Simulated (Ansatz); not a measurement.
# H₂ClO (doublet): one geometry, many settings at distance O1–H3 along a hydrogen transfer = 1.581 Å

Aim: run H₂ClO (doublet) at one geometry under a spread of methods and options, and see what each costs and gives.

Method: the settings change from run to run; program: Ansatz 0.2.0, Gaussian basis.

11 further runs of the same task are left out: 3 for a known fault of the program, 1 for a mislabelled method, 7 that didn't finish.

### 1 The system

The geometry derives from fragments relaxed apart (PBE0/def2-TZVP) and kept rigid, so it is no stationary point. A hydrogen atom is moved between rigid fragments.

4 atoms, charge 0, spin multiplicity 2.

Atoms are counted from 1 here; the program's logs count them from 0.

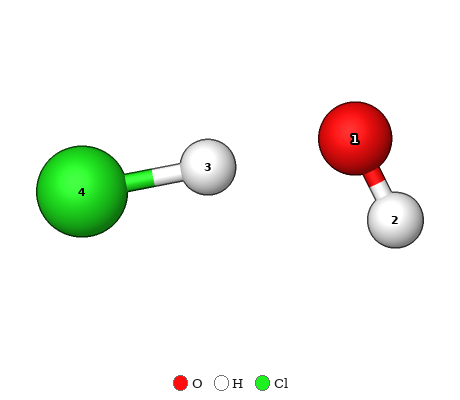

The structure; oxygen red, hydrogen white, chlorine green; atoms are numbered from 1 in the order of the file.

### 2 MP2 on ROHF/6-31G

Input file in.yaml:

```yaml
crystal:
  periodic: [false, false, false]
  atoms:
    - {symbol: O, position_ang: [-1.065673, -0.231644, 0.000000]}
    - {symbol: H, position_ang: [-1.314982, 0.694932, 0.000000]}
    - {symbol: H, position_ang: [0.515327, -0.231644, 0.000000]}
    - {symbol: Cl, position_ang: [1.865327, -0.231644, 0.000000]}
basis:
  gaussian: {orbitals: 6-31G}
magnetization: {spin_polarized: false, initial_magnetization: 1}
correlation: {method: mp2, electrons: valence}
output: {forces: true}
```

Command:

```bash
$ ansatz run in.yaml --threads 1 --pin off --events-out ev --progress --plain --max-ram 2393MiB
```

The program printed:

```text
Functional definition: HF
  name "HF"
  cite "Fock, Z. Phys. 61, 126 (1930) doi:10.1007/BF01340294"
  parent pbe
  exchange = exact_x
  correlation = 0
279 factors; integrals over basis functions are off by at most 3.6e-4 eV
mean field evaluation 1: about -14561.7934 eV, gradient 3.8e1 eV
mean field evaluation 2: about -14561.7941 eV, gradient 3.8e1 eV
mean field evaluation 4: about -14567.3787 eV, gradient 2.0e1 eV
mean field evaluation 8: about -14568.9138 eV, gradient 3.6e-1 eV
mean field evaluation 16: about -14568.9143 eV, gradient 2.0e-6 eV
mean field evaluation 32: about -14568.7111 eV, gradient 5.0e-2 eV
mean field evaluation 64: about -14568.0229 eV, gradient 8.6e0 eV
mean field -14568.91426335 eV, -535.3977240134 hartree, gradient 2.0e-6 eV, S^2 0.750000; 7 other end points of the search recorded, 0 dependent functions left out
mean field evaluation 96: about -14568.5414 eV, gradient 4.8e0 eV
mean field evaluation 128: about -14568.7244 eV, gradient 2.4e0 eV
6 core orbitals not correlated: weight in the atoms' cores, before any rotation towards them, 1.000 or more for the frozen orbitals, at most 0.000 for the correlated occupied ones
reference -14568.91426335 eV, -535.3977240134 hartree; 8, 7 occupied and 12, 13 virtual orbitals, 279 factors
second order -3.77809149 eV of doubles, -0.02055990 eV of singles
the calculation of the forces begins
Total energy: -14572.71291475 eV, -535.5373218773 hartree
Atom 0 at    -1.065673    -0.231644     0.000000 Å, force    -0.356894    -1.368916    -0.000000 eV/Å
Atom 1 at    -1.314982     0.694932     0.000000 Å, force    -0.686829     1.571805     0.000000 eV/Å
Atom 2 at     0.515327    -0.231644     0.000000 Å, force     0.645068    -0.259360     0.000000 eV/Å
Atom 3 at     1.865327    -0.231644     0.000000 Å, force     0.398655     0.056471     0.000000 eV/Å
Dipole moment:    -0.807282     0.436527     0.000000 e Å
```

It took 0.51 s on 1 thread of Arm Neoverse V2, shared host.

### 3 BCCD on ROHF/cc-pVDZ

in.yaml: that of step 2 with these lines changed.

```diff
@@ -8,5 +8,5 @@
 basis:
-  gaussian: {orbitals: 6-31G}
+  gaussian: {orbitals: cc-pVDZ}
 magnetization: {spin_polarized: false, initial_magnetization: 1}
-correlation: {method: mp2, electrons: valence}
+correlation: {method: bccd, electrons: outside_noble_gas, diis_vectors: 1}
 output: {forces: true}
```

The command is unchanged.

The program printed, cut to the lines that bear on the results:

```text
Functional definition: HF
  name "HF"
  cite "Fock, Z. Phys. 61, 126 (1930) doi:10.1007/BF01340294"
  parent pbe
[...]
412 factors; integrals over basis functions are off by at most 1.5e-3 eV
[...]
mean field -14571.04645942 eV, -535.4760807735 hartree, gradient 8.0e-6 eV, S^2 0.750000; 8 other end points of the search recorded, 0 dependent functions left out
[...]
determinant -14571.04645942 eV, -535.4760807735 hartree, with singles and doubles -14580.15449238 eV, -535.8107948114 hartree
determinant -14570.81830800 eV, -535.4676963638 hartree, with singles and doubles -14579.99591934 eV, -535.8049673596 hartree
determinant -14571.04645942 eV, -535.4760807735 hartree, with singles and doubles -14580.15523027 eV, -535.8108219283 hartree
determinant -14570.81830800 eV, -535.4676963638 hartree, with singles and doubles -14579.99689428 eV, -535.8050031879 hartree
6 core orbitals not correlated: weight in the atoms' cores, before any rotation towards them, 1.000 or more for the frozen orbitals, at most 0.000 for the correlated occupied ones
reference -14571.04645942 eV, -535.4760807735 hartree; 8, 7 occupied and 28, 29 virtual orbitals, 412 factors
second order -8.23818331 eV of doubles, -0.07656851 eV of singles
cycle   1  -9.10507373 eV  change    3.7e-3 eV  update   3.2e-3
[...]
cycle  18  -9.10408862 eV  change   -4.1e-9 eV  update   8.3e-8
[...]
Total energy: -14580.15054803 eV, -535.8106498592 hartree
Atom 0 at    -1.065673    -0.231644     0.000000 Å, force    -0.484759    -1.037312     0.000000 eV/Å
Atom 1 at    -1.314982     0.694932     0.000000 Å, force    -0.369881     1.120974    -0.000000 eV/Å
Atom 2 at     0.515327    -0.231644     0.000000 Å, force     1.486171    -0.134785     0.000000 eV/Å
Atom 3 at     1.865327    -0.231644     0.000000 Å, force    -0.631531     0.051123     0.000000 eV/Å
Dipole moment:    -0.707142     0.351275     0.000000 e Å
```

It took 5.5 s on 1 thread of Arm Neoverse V2, shared host.

From the report: correlation -9.1041 eV; largest double amplitude 0.04.

### 4 BCCD(T) on UHF/6-31G*

in.yaml: that of step 3 with these lines changed.

```diff
@@ -8,5 +8,4 @@
 basis:
-  gaussian: {orbitals: cc-pVDZ}
-magnetization: {spin_polarized: false, initial_magnetization: 1}
-correlation: {method: bccd, electrons: outside_noble_gas, diis_vectors: 1}
-output: {forces: true}
+  gaussian: {orbitals: "6-31G*"}
+magnetization: {spin_polarized: true, initial_magnetization: 1}
+correlation: {method: bccd_t, electrons: all}
```

Same command.

The program printed, cut to the lines that bear on the results:

```text
Functional definition: HF
  name "HF"
  cite "Fock, Z. Phys. 61, 126 (1930) doi:10.1007/BF01340294"
  parent pbe
[...]
353 factors; integrals over basis functions are off by at most 9.7e-4 eV
[...]
mean field -14569.98434798 eV, -535.4370488981 hartree, gradient 3.2e-6 eV, S^2 0.756075; 8 other end points of the search recorded, 0 dependent functions left out
determinant -14569.98434798 eV, -535.4370488981 hartree, with singles and doubles -14578.60323074 eV, -535.7537869974 hartree
determinant -14569.78302878 eV, -535.4296505539 hartree, with singles and doubles -14578.47801979 eV, -535.7491855800 hartree
determinant -14569.98434798 eV, -535.4370488981 hartree, with singles and doubles -14578.60377697 eV, -535.7538070710 hartree
determinant -14569.78302878 eV, -535.4296505539 hartree, with singles and doubles -14578.47882177 eV, -535.7492150521 hartree
reference -14569.98434798 eV, -535.4370488981 hartree; 14, 13 occupied and 24, 25 virtual orbitals, 353 factors
second order -7.84764200 eV of doubles, -0.00000000 eV of singles
cycle   1  -8.61440353 eV  change    5.0e-3 eV  update   3.3e-3
[...]
cycle   6  -8.61368005 eV  change   -1.6e-5 eV  update   2.7e-5
perturbative correction -0.12988172 eV, -0.0047730651 hartree
Total energy: -14578.72790974 eV, -535.7583688664 hartree
```

Run time: 7.5 s. Hardware: 1 thread of Arm Neoverse V2, shared host.

From the report: ⟨S²⟩ of the determinant 0.756 (pure doublet: 0.75); correlation -8.7436 eV; largest double amplitude 0.05.

### 5 MRCISD+Q(relaxed)(3,5)/6-31G

in.yaml: that of step 4 with these lines changed.

```diff
@@ -8,4 +8,4 @@
 basis:
-  gaussian: {orbitals: "6-31G*"}
-magnetization: {spin_polarized: true, initial_magnetization: 1}
-correlation: {method: bccd_t, electrons: all}
+  gaussian: {orbitals: 6-31G}
+magnetization: {spin_polarized: false, initial_magnetization: 1}
+correlation: {method: fic_mrcisd_q_relaxed, electrons: valence, active_space: {window: {electrons: 3, orbitals: 5}, states: [{multiplicity: 2, weights: [1, 0.5]}]}}
```

Launched as before.

The program printed, cut to the lines that bear on the results:

```text
Functional definition: HF
  name "HF"
  cite "Fock, Z. Phys. 61, 126 (1930) doi:10.1007/BF01340294"
  parent pbe
[...]
471 factors; integrals over basis functions are off by at most 1.3e-7 eV
[...]
mean field -14568.91434786 eV, -535.3977271191 hartree, gradient 2.0e-6 eV, S^2 0.750000; 7 other end points of the search recorded, 0 dependent functions left out
reference -14568.91434786 eV, -535.3977271191 hartree; 14, 13 occupied and 12, 13 virtual orbitals, 471 factors
state -14569.48808511 eV, -535.4188115742 hartree
state -14569.25701407 eV, -535.4103198701 hartree
contracted CI cycle   1: correlation -0.00000000 eV, -0.0000000000 hartree, residual 1.66e1 eV
contracted CI cycle   2: correlation -3.33540302 eV, -0.1225738001 hartree, residual 3.95e0 eV
contracted CI cycle   3: correlation -3.54158599 eV, -0.1301508846 hartree, residual 1.47e0 eV
[...]
contracted CI cycle  25: correlation -4.19579204 eV, -0.1541925133 hartree, residual 8.28e-5 eV
contracted CI cycle  26: correlation -4.19579204 eV, -0.1541925133 hartree, residual 6.48e-5 eV
contracted CI cycle  27: correlation -4.19579204 eV, -0.1541925133 hartree, residual 2.46e-4 eV
contracted CI cycle  28: correlation -4.19579203 eV, -0.1541925133 hartree, residual 9.29e-5 eV
contracted CI cycle  29: correlation -4.19579204 eV, -0.1541925133 hartree, residual 4.18e-5 eV
contracted CI cycle  30: correlation -4.19579204 eV, -0.1541925133 hartree, residual 2.68e-5 eV
contracted CI cycle  31: correlation -4.19579204 eV, -0.1541925133 hartree, residual 1.34e-5 eV
state -14565.01442330 eV, -535.2544075350 hartree; corrected -14572.49018848 eV, -535.5291368381 hartree
state -14569.48808511 eV, -535.4188115742 hartree; corrected -14573.26346803 eV, -535.5575543372 hartree
state -14569.25701407 eV, -535.4103198701 hartree; corrected -14573.16630154 eV, -535.5539835348 hartree
Total energy: -14573.23107920 eV, -535.5563640698 hartree
```

It took 3 s on 1 thread of Arm Neoverse V2, shared host.

From the report: 26 determinants; active occupations (of the averaged states) 1.66, 1.33, 0.01, 0.01, 0.00.

### 6 HF/cc-pVDZ

Input file in.yaml:

```yaml
crystal:
  periodic: [false, false, false]
  atoms:
    - {symbol: O, position_ang: [-1.065673, -0.231644, 0.000000]}
    - {symbol: H, position_ang: [-1.314982, 0.694932, 0.000000]}
    - {symbol: H, position_ang: [0.515327, -0.231644, 0.000000]}
    - {symbol: Cl, position_ang: [1.865327, -0.231644, 0.000000]}
basis:
  gaussian: {orbitals: cc-pVDZ}
magnetization: {spin_polarized: true, initial_magnetization: 1}
hamiltonian: {xc: hf}
output: {forces: true, orbitals: {seedname: orbitals}}
```

The command is unchanged.

The program printed, cut to the lines that bear on the results:

```text
Functional definition: HF
  name "HF"
  cite "Fock, Z. Phys. 61, 126 (1930) doi:10.1007/BF01340294"
  parent pbe
[...]
412 factors; integrals over basis functions are off by at most 1.5e-3 eV
[...]
mean field -14571.15701434 eV, -535.4801435922 hartree, gradient 1.3e-5 eV, S^2 0.755532; 3 other end points of the search recorded, 0 dependent functions left out
[...]
reference -14571.15701434 eV, -535.4801435922 hartree; 14, 13 occupied and 28, 29 virtual orbitals, 412 factors
Total energy: -14571.15701434 eV, -535.4801435922 hartree
Atom 0 at    -1.065673    -0.231644     0.000000 Å, force    -0.858082     0.043541     0.000000 eV/Å
Atom 1 at    -1.314982     0.694932     0.000000 Å, force    -0.149677     0.082744    -0.000000 eV/Å
Atom 2 at     0.515327    -0.231644     0.000000 Å, force     1.898039    -0.186727    -0.000000 eV/Å
Atom 3 at     1.865327    -0.231644     0.000000 Å, force    -0.890280     0.060443     0.000000 eV/Å
Dipole moment:    -0.719657     0.372098     0.000000 e Å
```

It took 0.6 s on 1 thread of Arm Neoverse V2, shared host.

From the report: ⟨S²⟩ of the determinant 0.756 (pure doublet: 0.75).

### 7 BCCD on UHF/cc-pVDZ

in.yaml: that of step 6 with these lines changed.

```diff
@@ -10,3 +10,3 @@
 magnetization: {spin_polarized: true, initial_magnetization: 1}
-hamiltonian: {xc: hf}
-output: {forces: true, orbitals: {seedname: orbitals}}
+hamiltonian: {pseudopotentials: {relativity: scalar}}
+correlation: {method: bccd, electrons: valence, diis_vectors: 2}
```

Same command.

The program printed, cut to the lines that bear on the results:

```text
Functional definition: HF
  name "HF"
  cite "Fock, Z. Phys. 61, 126 (1930) doi:10.1007/BF01340294"
  parent pbe
[...]
411 factors; integrals over basis functions are off by at most 1.5e-3 eV
[...]
mean field -14606.31153503 eV, -536.7720483989 hartree, gradient 3.7e-6 eV, S^2 0.755533; 8 other end points of the search recorded, 0 dependent functions left out
determinant -14606.31153503 eV, -536.7720483989 hartree, with singles and doubles -14615.31335250 eV, -537.1028590891 hartree
determinant -14606.09570535 eV, -536.7641168043 hartree, with singles and doubles -14615.15681371 eV, -537.0971063948 hartree
determinant -14606.31153503 eV, -536.7720483989 hartree, with singles and doubles -14615.31407966 eV, -537.1028858117 hartree
determinant -14606.09570535 eV, -536.7641168043 hartree, with singles and doubles -14615.15776102 eV, -537.0971412078 hartree
6 core orbitals not correlated: weight in the atoms' cores, before any rotation towards them, 1.000 or more for the frozen orbitals, at most 0.000 for the correlated occupied ones
reference -14606.31153503 eV, -536.7720483989 hartree; 8, 7 occupied and 28, 29 virtual orbitals, 411 factors
second order -8.20735686 eV of doubles, -0.00000000 eV of singles
cycle   1  -8.99756717 eV  change    5.0e-3 eV  update   2.8e-3
[...]
cycle   7  -8.99710038 eV  change   -2.4e-6 eV  update   1.5e-5
Total energy: -14615.30863541 eV, -537.1026857395 hartree
Relativity: scalar
```

It took 2.7 s on 1 thread of Arm Neoverse V2, shared host.

From the report: ⟨S²⟩ of the determinant 0.756 (pure doublet: 0.75); correlation -8.9971 eV; largest double amplitude 0.04.

### 8 CISD/6-31G

Input file in.yaml:

```yaml
crystal:
  periodic: [false, false, false]
  atoms:
    - {symbol: O, position_ang: [-1.065673, -0.231644, 0.000000]}
    - {symbol: H, position_ang: [-1.314982, 0.694932, 0.000000]}
    - {symbol: H, position_ang: [0.515327, -0.231644, 0.000000]}
    - {symbol: Cl, position_ang: [1.865327, -0.231644, 0.000000]}
basis:
  gaussian: {orbitals: 6-31G, fitting: {mean_field: def2-universal-jkfit}}
magnetization: {spin_polarized: false, initial_magnetization: 1}
correlation: {active_space: {ras: {orbitals: [7, 1, 12], electrons: 15, max_holes: 2, max_particles: 2}, fixed_orbitals: true}}
```

Same command.

The program printed:

```text
Functional definition: HF
  name "HF"
  cite "Fock, Z. Phys. 61, 126 (1930) doi:10.1007/BF01340294"
  parent pbe
  exchange = exact_x
  correlation = 0
241 factors; integrals over basis functions are off by at most 3.3e-2 eV
mean field evaluation 1: about -14561.7880 eV, gradient 3.8e1 eV
mean field evaluation 2: about -14560.2041 eV, gradient 5.8e1 eV
mean field evaluation 4: about -14568.3374 eV, gradient 6.8e0 eV
mean field evaluation 8: about -14568.9134 eV, gradient 1.7e-1 eV
mean field evaluation 16: about -14568.7098 eV, gradient 2.0e-4 eV
mean field evaluation 32: about -14568.8799 eV, gradient 4.8e-1 eV
mean field -14568.91344909 eV, -535.3976940897 hartree, gradient 1.6e-6 eV, S^2 0.750000; 7 other end points of the search recorded, 0 dependent functions left out
reference -14568.91344909 eV, -535.3976940897 hartree; 14, 13 occupied and 12, 13 virtual orbitals, 241 factors
state -14572.99713363 eV, -535.5477667286 hartree
Total energy: -14572.99713363 eV, -535.5477667286 hartree
```

It took 0.93 s on 1 thread of Arm Neoverse V2, shared host.

From the report: 10,674 determinants.

### 9 All runs side by side

Where basis and cores are those of an earlier UCCSDT(Q)/cc-pVDZ run (-14580.3184 eV), and the state is the same kind, the miss against it is given.

```
                                                level         correlated  functions  energy (eV)  from UCCSDT(Q) (meV)    time
                                    MP2 on ROHF/6-31G            valence         26  -14572.7129                        0.51 s
                                 BCCD on ROHF/cc-pVDZ  outside noble gas         42  -14580.1505                 167.8   5.5 s
                                BCCD(T) on UHF/6-31G*                all         38  -14578.7279                         7.5 s
MRCISD+Q(relaxed)(3,5)/6-31G (mean of several states)            valence         26  -14573.2311                           3 s
                                           HF/cc-pVDZ                            42  -14571.1570                9161.4   0.6 s
                 BCCD on UHF/cc-pVDZ (relativity set)            valence         42  -14615.3086                         2.7 s
                                           CISD/6-31G  outside noble gas         26  -14572.9971                        0.93 s
```

### 10 What came out

| quantity | value |
| --- | --- |
| runs | 7 |
| quickest | MP2 on ROHF/6-31G, 0.51 s |
| slowest | BCCD(T) on UHF/6-31G*, 7.5 s |

Total energies in different bases, with other cores or another treatment of relativity can't be set against each other. BCCD(T) on UHF/6-31G* took 15 times as long as MP2 on ROHF/6-31G; the jobs differ in more than the method. Hartree-Fock, CASSCF and CASCI lack dynamic correlation by design.
